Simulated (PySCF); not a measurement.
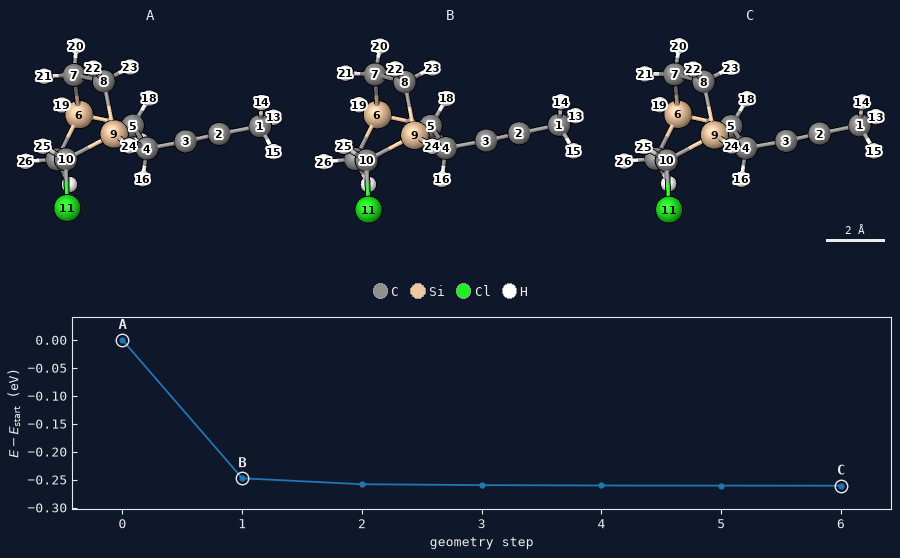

Frames of a relaxation of C$_{9}$H$_{15}$ClSi$_{2}$, marked on the history of the run. The picture is a ball-and-stick view, seen face on.

The start comes from GFN2-xTB. Its atoms were then displaced at random by about 0.01 Å.

The calculation used PBE0-D3(BJ)/def2-SVP geometry optimisation, gas phase in PySCF 2.14.0, density-fitted response routines. 

Describe the path.

Answer. The largest move after the best rigid fit is that of an H atom, 0.13 Å. By element the largest moves are H 0.13 Å, Cl 0.09 Å, C 0.08 Å, Si 0.04 Å. Near-neighbour distances that change, for instance: C–C 1.396 → 1.452 Å, H–Si 1.456 → 1.495 Å, C–Si 1.947 → 1.913 Å, C–H 1.071 → 1.103 Å. Among the angles between lasting bonds that change: C–C–H 106.3° → 111.3°, H–C–H 112.1° → 107.6°, Si–C–H 108.6° → 104.8°. After 6 geometry steps the energy has fallen by 0.261 eV. From step 0 to 1: an H atom moves most (0.16 Å), energy −0.247 eV. From step 1 to 6: an H atom moves most (0.07 Å), energy −0.013 eV.

```tsv
step	E − E(0), eV
0	0.0000
1	-0.2475
2	-0.2581
3	-0.2597
4	-0.2604
5	-0.2606
6	-0.2607
```
